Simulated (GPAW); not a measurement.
Band structure of ScAl3 (Pm-3m, 4 atoms in the cell).

```yaml
crystal:
  lattice:
    - [3.99788, 0.00000, 0.00000]
    - [0.00000, 3.99788, 0.00000]
    - [0.00000, 0.00000, 3.99788]
  atoms:
    - { symbol: Sc, position: [0.00000, 0.00000, 0.00000] }
    - { symbol: Al, position: [0.50000, 0.00000, 0.50000] }
    - { symbol: Al, position: [0.00000, 0.50000, 0.50000] }
    - { symbol: Al, position: [0.50000, 0.50000, 0.00000] }
```

Method of the run: PBE, GPAW PAW datasets PBE (gpaw-data 1.0.1) (plane waves; GPAW).

Settings: mode = pw; ecut = 850 eV; xc = PBE; kpts = 7 7 7; mesh shift (steps) = 0 0 0; occupations.name = fermi-dirac; occupations.width = 0.1 eV; nbands = -10; convergence.forces = 0.001 eV/Å; symmetry.symmorphic = false; symmetry.tolerance = 0.0005; maxiter = 120; bandpath_npoints = 40.

The starting cell comes from a database of computed structures (which also holds hypothetical and non-ambient phases and stackings), without a prior relaxation at this level. Its lattice was rescaled by a random factor within 2.5 % of one.

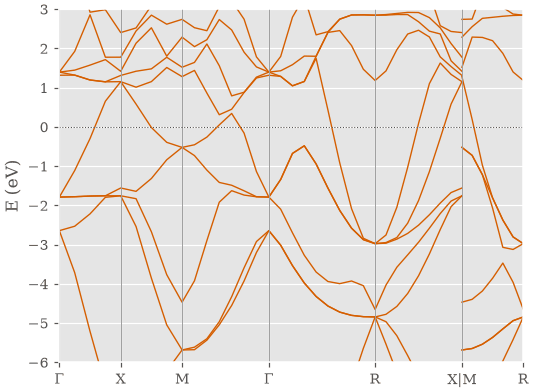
*Bands along the path, energies from the Fermi level.*

Levels in eV from the Fermi level, bands 7 to 14:
| point | 7 | 8 | 9 | 10 | 11 | 12 | 13 | 14 |
|---|---|---|---|---|---|---|---|---|
| Γ | -2.64 | -1.79 | -1.79 | -1.79 | 1.32 | 1.40 | 1.40 | 1.40 |
| X | -1.75 | -1.75 | -1.55 | 1.15 | 1.15 | 1.31 | 1.42 | 1.78 |
| M | -5.68 | -4.46 | -0.52 | -0.52 | 1.28 | 1.52 | 2.29 | 2.74 |
| R | -4.84 | -4.65 | -2.97 | -2.97 | -2.97 | 1.18 | 2.85 | 2.85 |

Bands cross the Fermi level along this path, so the cell is metallic at this level.
